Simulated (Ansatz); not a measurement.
# AlRh: a two-dimensional strain map

Aim: for AlRh, strain the cell in the xy plane and along z independently.

Program: Ansatz 0.2.0. Level of theory: DFT r2SCAN, scalar-relativistic, plane waves, PAW. These are calculated values, not measurements.

1 further run of the same task is left out (set aside as unsound or not needed).

### 1 Starting point

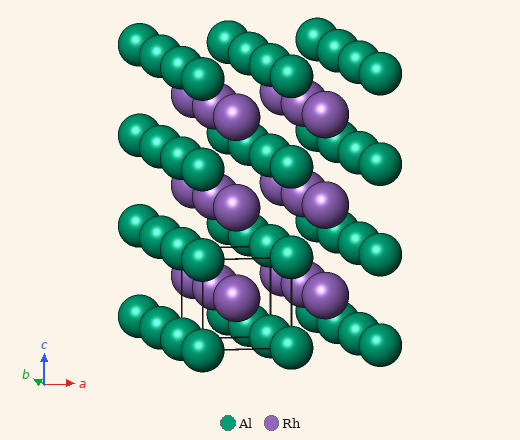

The starting structure, seen slightly off an axis (aluminium teal, rhodium purple). 2×3×3 cells are drawn. Atoms on the faces are drawn again on the opposite ones.

Structure file:

```cif
data_structure
_symmetry_space_group_name_H-M 'P 1'
_symmetry_Int_Tables_number 1
_cell_length_a 2.9773
_cell_length_b 2.9773
_cell_length_c 2.9773
_cell_angle_alpha 90.000
_cell_angle_beta 90.000
_cell_angle_gamma 90.000
_cell_volume 26.39
loop_
_atom_site_label
_atom_site_type_symbol
_atom_site_fract_x
_atom_site_fract_y
_atom_site_fract_z
_atom_site_occupancy
Al1 Al 0.00000 0.00000 0.00000 1
Rh1 Rh 0.50000 0.50000 0.50000 1
```

Source of the structure: the Materials Project (structure only).

### 2 A first look at the start

Contents of input.yaml:

```yaml
crystal:
  lattice:
    - [2.97732247, 0.0, 0.0]
    - [0.0, 2.97732247, 0.0]
    - [0.0, 0.0, 2.97732247]
  atoms:
    - { symbol: Al, position: [0.0, 0.0, 0.0] }
    - { symbol: Rh, position: [0.5, 0.5, 0.5] }
basis:
  ecutwfc: 500
kpoints:
  mp_grid: { grid: [6, 6, 6] }
hamiltonian:
  xc: r2scan
scf:
  occupations: { method: gaussian, width: 0.1 }
output:
  forces: true
  stress: true
  eigenvalues: true
```

Log, shortened:

```text
Warning: RAYON_NUM_THREADS=1 ignored (pool sized by the plan → 1); use --threads N
[...]
Pseudopotentials: kind: paw
Pseudopotential: Al, paw, valence charge 3, recommended cutoff 500 eV (meta_gga), Al.paw.azcp
Pseudopotential: Rh, paw, valence charge 17, recommended cutoff 500 eV (meta_gga), Rh.paw.azcp
Functional definition: r2SCAN
[...]
Crystal: 2 atoms, lattice volume = 26.392 Å³
Basis set: ecut = 500 eV, 691 PW (Γ), exchange–correlation on 96×96×96 points (64 copies of the dense FFT grid, shifted against one another)
Bands: 14, of which v1, the nominal top of the filled ones, is band 10 counted from 1 (9 counted from 0)
Symmetry: 48 space group operations
Space group: Pm-3m (ITA 221), of the structure as read, at distance tolerance 3.0e-5 Å
k-points: 20 of 216
[...]
SCF iter   1: F=—  HF=-6957.997814 eV  |F-HF|=—  |Δ(HF+E_count)|=         —  Δρ=7.58e-3  dr2=1.19e-2  dr2_τ=2.28e-2  ethr=1.77e-3  ⟨swp⟩=5.1  Hψ=1428  notcnv=0
[...]
SCF iter   6: F=-6958.015922 eV  HF=-6958.015922 eV  |F-HF|=5.51e-10  |Δ(HF+E_count)|=   1.58e-6  Δρ=2.18e-5  dr2=9.51e-8  dr2_τ=5.43e-9  ethr=5.00e-10  ⟨swp⟩=3.9  Hψ=1254  notcnv=0
[...]
SCF converged after 6 iterations
Free energy (F): -6958.015922 eV
[...]
E sigma→0 (E₀):  -6958.014912 eV
Entropy (-TS):   -0.002019 eV (-1.009 meV/atom)
Fermi energy:    17.104707 eV
[...]
--- Forces (eV/Å), atoms counted from 1 ---
  atom   1  Al    -0.00000000     0.00000000     0.00000000
  atom   2  Rh     0.00000000    -0.00000000    -0.00000000
[...]
--- Stress (GPa, compression-positive) ---
        0.292141      -0.000000       0.000000
        0.000000       0.292141       0.000000
        0.000000       0.000000       0.292141
  P = ⅓ Tr σ = 0.2921 GPa (2.921 kbar)
--- Band table (eV; the first three rows and the last of 20) ---
  k-point 0: bands = ["-64.1376", "-31.1983", "-31.1983", "-31.1983", "5.6267", "11.8418", "11.8418", "15.1796", "15.1796", "15.1796", "22.4581", "22.4581", "22.4581", "26.9622"]
[...]
```

It took 1.8 s on 1 thread of an Arm CPU, shared host; peak memory 0.32 GiB.

No relaxation comes first: the listed cell is the starting point.

### 3 The reference: the undisturbed cell on the scan's mesh

input.yaml: that of step 2 with these lines changed.

```diff
@@ -11,3 +11,3 @@
 kpoints:
-  mp_grid: { grid: [6, 6, 6] }
+  mp_grid: { grid: [16, 16, 16] }
 hamiltonian:
@@ -15,3 +15,3 @@
 scf:
-  occupations: { method: gaussian, width: 0.1 }
+  occupations: { method: gaussian, width: 0.15 }
 output:
```

Log, shortened:

```text
Warning: RAYON_NUM_THREADS=1 ignored (pool sized by the plan → 1); use --threads N
[...]
[... 4 set-up lines as earlier in the session ...]
[...]
Crystal: 2 atoms, lattice volume = 26.392 Å³
Basis set: ecut = 500 eV, 691 PW (Γ), exchange–correlation on 96×96×96 points (64 copies of the dense FFT grid, shifted against one another)
Bands: 14, of which v1, the nominal top of the filled ones, is band 10 counted from 1 (9 counted from 0)
[... 2 set-up lines as earlier in the session ...]
k-points: 165 of 4096
[...]
SCF iter   1: F=—  HF=-6958.001855 eV  |F-HF|=—  |Δ(HF+E_count)|=         —  Δρ=7.68e-3  dr2=1.14e-2  dr2_τ=2.29e-2  ethr=1.77e-3  ⟨swp⟩=4.9  Hψ=11429  notcnv=0
[...]
SCF iter   7: F=-6958.020129 eV  HF=-6958.020129 eV  |F-HF|=1.01e-8  |Δ(HF+E_count)|=   2.55e-7  Δρ=9.56e-6  dr2=1.99e-8  dr2_τ=3.46e-10  ethr=5.00e-10  ⟨swp⟩=3.5  Hψ=9312  notcnv=0
[...]
SCF converged after 7 iterations
Free energy (F): -6958.020129 eV
[...]
E sigma→0 (E₀):  -6958.017498 eV
Entropy (-TS):   -0.005262 eV (-2.631 meV/atom)
Fermi energy:    17.075791 eV
[...]
--- Forces (eV/Å), atoms counted from 1 ---
  atom   1  Al    -0.00000000     0.00000000    -0.00000000
  atom   2  Rh     0.00000000    -0.00000000     0.00000000
[...]
--- Stress (GPa, compression-positive) ---
        0.102012      -0.000000       0.000000
       -0.000000       0.102012       0.000000
        0.000000       0.000000       0.102012
  P = ⅓ Tr σ = 0.1020 GPa (1.020 kbar)
--- Band table (eV; the first three rows and the last of 165) ---
  k-point 0: bands = ["-64.1529", "-31.2120", "-31.2120", "-31.2120", "5.6257", "11.8357", "11.8357", "15.1699", "15.1699", "15.1699", "22.4579", "22.4579", "22.4579", "26.9608"]
[...]
```

It took 8.6 s on 1 thread of an Arm CPU, shared host; peak memory 0.4 GiB.

Reference values: F = -6958.0201 eV; pressure 0.10 GPa; largest force 0.000 eV/Å; gap on the mesh none (metal).

### 4 Setting up a two-dimensional strain map

The cell is strained by p along both x and y and by q along z, with fractional coordinates fixed.

### 5 p = -0.080, q = -0.080

input.yaml: that of step 3 with these lines changed.

```diff
@@ -2,5 +2,5 @@
   lattice:
-    - [2.97732247, 0.0, 0.0]
-    - [0.0, 2.97732247, 0.0]
-    - [0.0, 0.0, 2.97732247]
+    - [2.7391366724, 0.0, 0.0]
+    - [0.0, 2.7391366724, 0.0]
+    - [0.0, 0.0, 2.7391366724]
   atoms:
```

Log, shortened:

```text
Warning: RAYON_NUM_THREADS=1 ignored (pool sized by the plan → 1); use --threads N
[...]
[... 4 set-up lines as earlier in the session ...]
[...]
Crystal: 2 atoms, lattice volume = 20.551 Å³
Basis set: ecut = 500 eV, 485 PW (Γ), exchange–correlation on 80×80×80 points (64 copies of the dense FFT grid, shifted against one another)
Bands: 14, of which v1, the nominal top of the filled ones, is band 10 counted from 1 (9 counted from 0)
[... 1 set-up line as earlier in the session ...]
Space group: Pm-3m (ITA 221), of the structure as read, at distance tolerance 2.7e-5 Å
k-points: 165 of 4096
[...]
SCF iter   1: F=—  HF=-6956.610504 eV  |F-HF|=—  |Δ(HF+E_count)|=         —  Δρ=8.20e-3  dr2=8.26e-3  dr2_τ=7.07e-2  ethr=1.77e-3  ⟨swp⟩=5.2  Hψ=12200  notcnv=0
[...]
SCF iter   6: F=-6956.653684 eV  HF=-6956.653684 eV  |F-HF|=4.60e-8  |Δ(HF+E_count)|=   2.25e-6  Δρ=1.67e-5  dr2=6.42e-8  dr2_τ=1.63e-9  ethr=5.00e-10  ⟨swp⟩=4.1  Hψ=11365  notcnv=0
[...]
SCF converged after 6 iterations
Free energy (F): -6956.653684 eV
[...]
E sigma→0 (E₀):  -6956.651422 eV
Entropy (-TS):   -0.004526 eV (-2.263 meV/atom)
Fermi energy:    23.187777 eV
[...]
--- Forces (eV/Å), atoms counted from 1 ---
  atom   1  Al     0.00000000     0.00000000    -0.00000000
  atom   2  Rh     0.00000000     0.00000000     0.00000000
[...]
--- Stress (GPa, compression-positive) ---
       93.908827       0.000000       0.000000
       -0.000000      93.908827       0.000000
        0.000000       0.000000      93.908827
  P = ⅓ Tr σ = 93.9088 GPa (939.088 kbar)
--- Band table (eV; the first three rows and the last of 165) ---
  k-point 0: bands = ["-59.0123", "-26.0378", "-26.0378", "-26.0378", "9.5273", "15.5953", "15.5953", "20.5282", "20.5282", "20.5282", "29.3908", "29.3908", "29.3908", "34.0198"]
[...]
```

It took 5.8 s on 1 thread of an Arm CPU, shared host; peak memory 0.36 GiB.

### 6 At p = -0.080, q = 0.000

input.yaml: that of step 5 with these lines changed.

```diff
@@ -4,3 +4,3 @@
     - [0.0, 2.7391366724, 0.0]
-    - [0.0, 0.0, 2.7391366724]
+    - [0.0, 0.0, 2.97732247]
   atoms:
```

Log, shortened:

```text
[...]
SCF converged after 6 iterations
Free energy (F): -6957.373401 eV
[...]
E sigma→0 (E₀):  -6957.370577 eV
Entropy (-TS):   -0.005647 eV (-2.823 meV/atom)
Fermi energy:    20.616466 eV
[...]
--- Forces (eV/Å), atoms counted from 1 ---
  atom   1  Al    -0.00000000    -0.00000000     0.00000000
  atom   2  Rh     0.00000000    -0.00000000     0.00000000
[...]
--- Stress (GPa, compression-positive) ---
       59.195766       0.000000       0.000000
        0.000000      59.195766       0.000000
        0.000000       0.000000      42.033396
  P = ⅓ Tr σ = 53.4750 GPa (534.750 kbar)
--- Band table (eV; the first three rows and the last of 405) ---
  k-point 0: bands = ["-60.8217", "-27.9583", "-27.8040", "-27.8040", "8.0780", "14.2170", "14.2945", "18.4755", "18.4755", "19.0594", "24.9421", "27.9437", "27.9437", "31.2945"]
[...]
```

Run time: 15 s. Hardware: 1 thread of an Arm CPU, shared host; peak memory 0.45 GiB.

### 7 Point p = -0.080, q = 0.080

input.yaml: that of step 6 with these lines changed.

```diff
@@ -4,3 +4,3 @@
     - [0.0, 2.7391366724, 0.0]
-    - [0.0, 0.0, 2.97732247]
+    - [0.0, 0.0, 3.2155082676]
   atoms:
```

Log, shortened:

```text
Warning: RAYON_NUM_THREADS=1 ignored (pool sized by the plan → 1); use --threads N
[...]
[... 4 set-up lines as earlier in the session ...]
[...]
Crystal: 2 atoms, lattice volume = 24.126 Å³
Basis set: ecut = 500 eV, 599 PW (Γ), exchange–correlation on 80×80×96 points (64 copies of the dense FFT grid, shifted against one another)
Bands: 14, of which v1, the nominal top of the filled ones, is band 10 counted from 1 (9 counted from 0)
Symmetry: 16 space group operations
Space group: P4/mmm (ITA 123), of the structure as read, at distance tolerance 2.9e-5 Å
k-points: 405 of 4096
[...]
SCF iter   1: F=—  HF=-6957.636529 eV  |F-HF|=—  |Δ(HF+E_count)|=         —  Δρ=8.13e-3  dr2=1.31e-2  dr2_τ=3.43e-2  ethr=1.77e-3  ⟨swp⟩=5.1  Hψ=28788  notcnv=0
[...]
SCF iter   7: F=-6957.662999 eV  HF=-6957.662999 eV  |F-HF|=2.19e-9  |Δ(HF+E_count)|=   7.12e-8  Δρ=8.29e-6  dr2=8.58e-9  dr2_τ=6.04e-10  ethr=5.00e-10  ⟨swp⟩=5.3  Hψ=25207  notcnv=0
[...]
SCF converged after 7 iterations
Free energy (F): -6957.662999 eV
[...]
E sigma→0 (E₀):  -6957.660797 eV
Entropy (-TS):   -0.004404 eV (-2.202 meV/atom)
Fermi energy:    18.457931 eV
[...]
--- Forces (eV/Å), atoms counted from 1 ---
  atom   1  Al    -0.00000000     0.00000000     0.00000000
  atom   2  Rh     0.00000000    -0.00000000     0.00000000
[...]
--- Stress (GPa, compression-positive) ---
       34.365284       0.000000       0.000000
        0.000000      34.365284       0.000000
        0.000000       0.000000      11.834624
  P = ⅓ Tr σ = 26.8551 GPa (268.551 kbar)
--- Band table (eV; the first three rows and the last of 405) ---
  k-point 0: bands = ["-62.3500", "-29.5298", "-29.3001", "-29.3001", "6.8525", "13.0017", "13.1539", "16.8634", "16.8634", "17.7716", "21.3452", "26.7149", "26.7149", "28.6137"]
[...]
```

Wall time 16 s (1 thread of an Arm CPU, shared host); peak memory 0.46 GiB.

### 8 p = 0.000, q = -0.080

input.yaml: that of step 7 with these lines changed.

```diff
@@ -2,5 +2,5 @@
   lattice:
-    - [2.7391366724, 0.0, 0.0]
-    - [0.0, 2.7391366724, 0.0]
-    - [0.0, 0.0, 3.2155082676]
+    - [2.97732247, 0.0, 0.0]
+    - [0.0, 2.97732247, 0.0]
+    - [0.0, 0.0, 2.7391366724]
   atoms:
```

Log, shortened:

```text
Warning: RAYON_NUM_THREADS=1 ignored (pool sized by the plan → 1); use --threads N
[...]
[... 4 set-up lines as earlier in the session ...]
[...]
Crystal: 2 atoms, lattice volume = 24.281 Å³
Basis set: ecut = 500 eV, 609 PW (Γ), exchange–correlation on 96×96×80 points (64 copies of the dense FFT grid, shifted against one another)
Bands: 14, of which v1, the nominal top of the filled ones, is band 10 counted from 1 (9 counted from 0)
[... 2 set-up lines as earlier in the session ...]
k-points: 405 of 4096
[...]
SCF iter   1: F=—  HF=-6957.750163 eV  |F-HF|=—  |Δ(HF+E_count)|=         —  Δρ=9.34e-3  dr2=1.13e-2  dr2_τ=3.28e-2  ethr=1.77e-3  ⟨swp⟩=5.1  Hψ=28683  notcnv=0
[...]
SCF iter   8: F=-6957.775473 eV  HF=-6957.775473 eV  |F-HF|=1.42e-9  |Δ(HF+E_count)|=   2.07e-8  Δρ=3.02e-6  dr2=2.08e-9  dr2_τ=6.02e-11  ethr=5.00e-10  ⟨swp⟩=4.4  Hψ=19228  notcnv=0
[...]
SCF converged after 8 iterations
Free energy (F): -6957.775473 eV
[...]
E sigma→0 (E₀):  -6957.771506 eV
Entropy (-TS):   -0.007935 eV (-3.967 meV/atom)
Fermi energy:    18.790186 eV
[...]
--- Forces (eV/Å), atoms counted from 1 ---
  atom   1  Al     0.00000000     0.00000000     0.00000000
  atom   2  Rh     0.00000000     0.00000000     0.00000000
[...]
--- Stress (GPa, compression-positive) ---
       13.899646       0.000000       0.000000
        0.000000      13.899646       0.000000
        0.000000       0.000000      41.694210
  P = ⅓ Tr σ = 23.1645 GPa (231.645 kbar)
--- Band table (eV; the first three rows and the last of 405) ---
  k-point 0: bands = ["-62.5378", "-29.6469", "-29.6469", "-29.4546", "6.7840", "12.9786", "13.0214", "16.4482", "17.0953", "17.0953", "23.6214", "23.6214", "26.6663", "28.7853"]
[...]
```

It took 18 s on 1 thread of an Arm CPU, shared host; peak memory 0.47 GiB.

### 9 At p = 0.000, q = 0.080

input.yaml: that of step 8 with these lines changed.

```diff
@@ -4,3 +4,3 @@
     - [0.0, 2.97732247, 0.0]
-    - [0.0, 0.0, 2.7391366724]
+    - [0.0, 0.0, 3.2155082676]
   atoms:
```

Log, shortened:

```text
[...]
SCF converged after 7 iterations
Free energy (F): -6957.888527 eV
[...]
E sigma→0 (E₀):  -6957.884811 eV
Entropy (-TS):   -0.007432 eV (-3.716 meV/atom)
Fermi energy:    15.225026 eV
[...]
--- Forces (eV/Å), atoms counted from 1 ---
  atom   1  Al    -0.00000000    -0.00000000     0.00000000
  atom   2  Rh     0.00000000     0.00000000     0.00000000
[...]
--- Stress (GPa, compression-positive) ---
      -10.916356       0.000000       0.000000
        0.000000     -10.916356       0.000000
        0.000000       0.000000     -17.566805
  P = ⅓ Tr σ = -13.1332 GPa (-131.332 kbar)
--- Band table (eV; the first three rows and the last of 405) ---
  k-point 0: bands = ["-65.4798", "-32.5830", "-32.5184", "-32.5184", "4.6416", "10.7991", "10.8392", "13.6908", "13.6908", "14.0562", "19.0717", "21.4587", "21.4587", "24.7922"]
[...]
```

It took 19 s on 1 thread of an Arm CPU, shared host; peak memory 0.5 GiB.

### 10 At p = 0.080, q = -0.080

input.yaml: that of step 9 with these lines changed.

```diff
@@ -2,5 +2,5 @@
   lattice:
-    - [2.97732247, 0.0, 0.0]
-    - [0.0, 2.97732247, 0.0]
-    - [0.0, 0.0, 3.2155082676]
+    - [3.2155082676, 0.0, 0.0]
+    - [0.0, 3.2155082676, 0.0]
+    - [0.0, 0.0, 2.7391366724]
   atoms:
```

Log, shortened:

```text
[...]
SCF converged after 7 iterations
Free energy (F): -6957.615524 eV
[...]
E sigma→0 (E₀):  -6957.609206 eV
Entropy (-TS):   -0.012637 eV (-6.319 meV/atom)
Fermi energy:    15.281968 eV
[...]
--- Forces (eV/Å), atoms counted from 1 ---
  atom   1  Al    -0.00000000     0.00000000     0.00000000
  atom   2  Rh     0.00000000     0.00000000     0.00000000
[...]
--- Stress (GPa, compression-positive) ---
      -21.135077       0.000000       0.000000
        0.000000     -21.135077       0.000000
        0.000000       0.000000      15.701995
  P = ⅓ Tr σ = -8.8561 GPa (-88.561 kbar)
--- Band table (eV; the first three rows and the last of 405) ---
  k-point 0: bands = ["-65.3079", "-32.4405", "-32.4405", "-32.1754", "4.6986", "10.8347", "10.8880", "13.3674", "14.4168", "14.4168", "19.1057", "19.1057", "24.1229", "24.5933"]
[...]
```

Run time: 19 s. Hardware: 1 thread of an Arm CPU, shared host; peak memory 0.49 GiB.

### 11 p = 0.080, q = 0.000

input.yaml: that of step 10 with these lines changed.

```diff
@@ -4,3 +4,3 @@
     - [0.0, 3.2155082676, 0.0]
-    - [0.0, 0.0, 2.7391366724]
+    - [0.0, 0.0, 2.97732247]
   atoms:
```

Log, shortened:

```text
Warning: RAYON_NUM_THREADS=1 ignored (pool sized by the plan → 1); use --threads N
[...]
[... 4 set-up lines as earlier in the session ...]
[...]
Crystal: 2 atoms, lattice volume = 30.784 Å³
Basis set: ecut = 500 eV, 775 PW (Γ), exchange–correlation on 96×96×96 points (64 copies of the dense FFT grid, shifted against one another)
Bands: 14, of which v1, the nominal top of the filled ones, is band 10 counted from 1 (9 counted from 0)
[... 1 set-up line as earlier in the session ...]
Space group: P4/mmm (ITA 123), of the structure as read, at distance tolerance 3.1e-5 Å
k-points: 405 of 4096
[...]
SCF iter   1: F=—  HF=-6957.589484 eV  |F-HF|=—  |Δ(HF+E_count)|=         —  Δρ=8.65e-3  dr2=2.10e-2  dr2_τ=1.22e-2  ethr=1.77e-3  ⟨swp⟩=4.9  Hψ=27365  notcnv=0
[...]
SCF iter   7: F=-6957.599079 eV  HF=-6957.599079 eV  |F-HF|=2.43e-9  |Δ(HF+E_count)|=   3.90e-8  Δρ=2.96e-6  dr2=3.68e-9  dr2_τ=3.46e-10  ethr=4.37e-10  ⟨swp⟩=2.9  Hψ=20315  notcnv=0
[...]
SCF converged after 7 iterations
Free energy (F): -6957.599079 eV
[...]
E sigma→0 (E₀):  -6957.593416 eV
Entropy (-TS):   -0.011326 eV (-5.663 meV/atom)
Fermi energy:    13.867960 eV
[...]
--- Forces (eV/Å), atoms counted from 1 ---
  atom   1  Al     0.00000000     0.00000000     0.00000000
  atom   2  Rh     0.00000000    -0.00000000    -0.00000000
[...]
--- Stress (GPa, compression-positive) ---
      -26.484540      -0.000000      -0.000000
       -0.000000     -26.484540      -0.000000
       -0.000000      -0.000000     -14.446926
  P = ⅓ Tr σ = -22.4720 GPa (-224.720 kbar)
--- Band table (eV; the first three rows and the last of 405) ---
  k-point 0: bands = ["-66.7416", "-33.8411", "-33.8411", "-33.7349", "3.7515", "9.8559", "9.8699", "12.2246", "12.6397", "12.6397", "18.1598", "18.1598", "20.5600", "22.9692"]
[...]
```

Run time: 24 s. Hardware: 1 thread of an Arm CPU, shared host; peak memory 0.51 GiB.

### 12 All points together

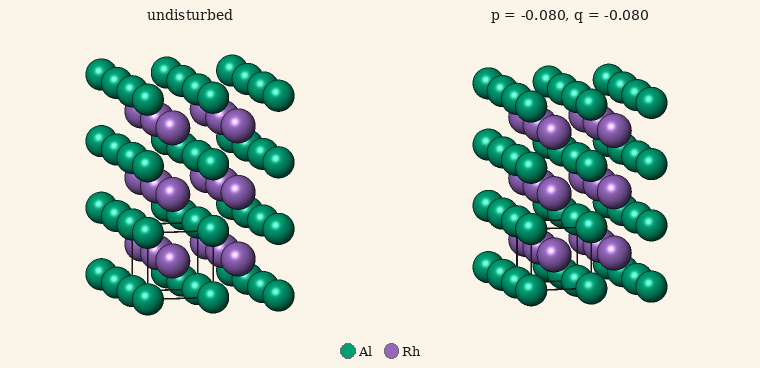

The undisturbed cell and the costliest point of the scan, at one scale, with neighbouring cells.

Energy above the undisturbed cell in meV/atom; points alike by symmetry are filled in, and a dash was not computed:

```csv
p \ q,-0.080,-0.040,0.000,0.040,0.080
-0.080,683.2,–,323.4,–,178.6
-0.040,–,–,–,–,–
0.000,122.3,–,0.0,–,65.8
0.040,–,–,–,–,–
0.080,202.3,–,210.5,–,–
```

Pressure in GPa:

| p \ q | -0.080 | -0.040 | 0.000 | 0.040 | 0.080 |
| --- | --- | --- | --- | --- | --- |
| -0.080 | 93.9 | – | 53.5 | – | 26.9 |
| -0.040 | – | – | – | – | – |
| 0.000 | 23.2 | – | 0.1 | – | -13.1 |
| 0.040 | – | – | – | – | – |
| 0.080 | -8.9 | – | -22.5 | – | – |

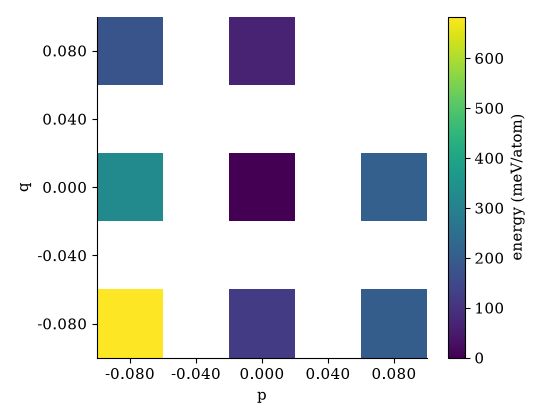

The energy map; blank cells were not computed.

### 13 Summary of results

| quantity | value |
| --- | --- |
| highest point | 683.2 meV/atom at (p, q) = (-0.080, -0.080) |
| lowest point away from the origin | 65.8 meV/atom at (0.000, 0.080) |

**Reading.** The undisturbed cell is the lowest computed point.
